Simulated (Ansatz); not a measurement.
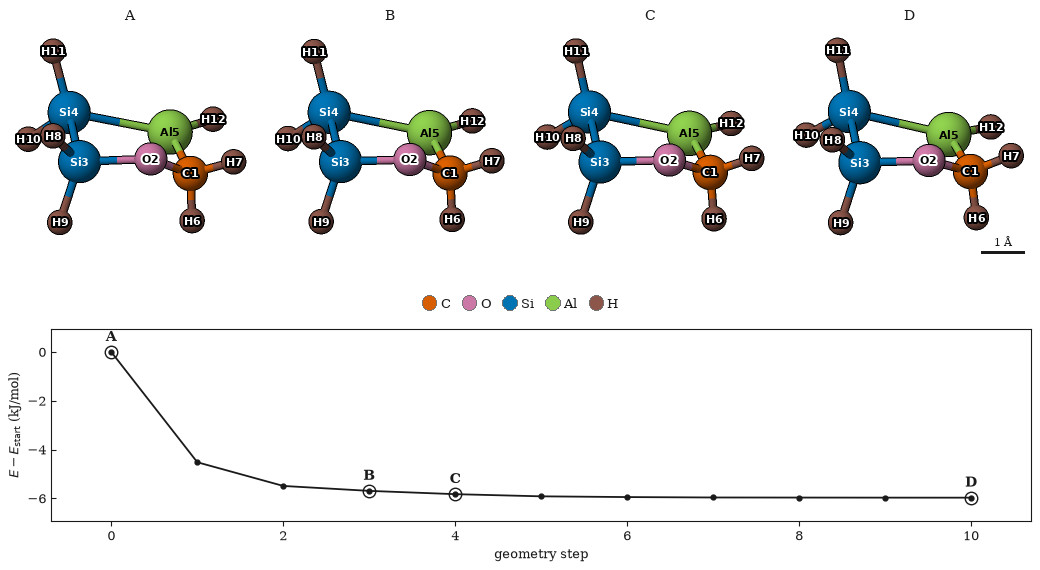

Frames of a relaxation of CH₇AlOSi₂, marked on the history of the run. The picture is a ball-and-stick view, seen from a free direction.

The start comes from PBE-D4/def2-SVP.

Method: RKS PBE0-D4/def2-TZVP in Ansatz 0.2.0. (force threshold 0.005 eV/Å; at most 150 steps)

> Describe the path.

The largest move after the best rigid fit is that of H12, 0.19 Å. Largest moves by element: H 0.19 Å, Al 0.07 Å, O 0.06 Å, C 0.05 Å, Si 0.04 Å. Some distances before and after: O2–Si3 1.702 → 1.657 Å, C1–Al5 2.016 → 1.994 Å, C1–H6 1.121 → 1.101 Å, Si3–H9 1.515 → 1.496 Å. Over 10 geometry steps the energy falls by 5.97 kJ/mol. Largest force component: 0.83 eV/Å at the start, 0.0048 eV/Å at the end. From step 0 to 3: H12 moves most (0.05 Å), energy −5.69 kJ/mol. From step 3 to 4: H12 moves most (0.08 Å), energy −0.13 kJ/mol. From step 4 to 10: H12 moves most (0.08 Å), energy −0.14 kJ/mol.
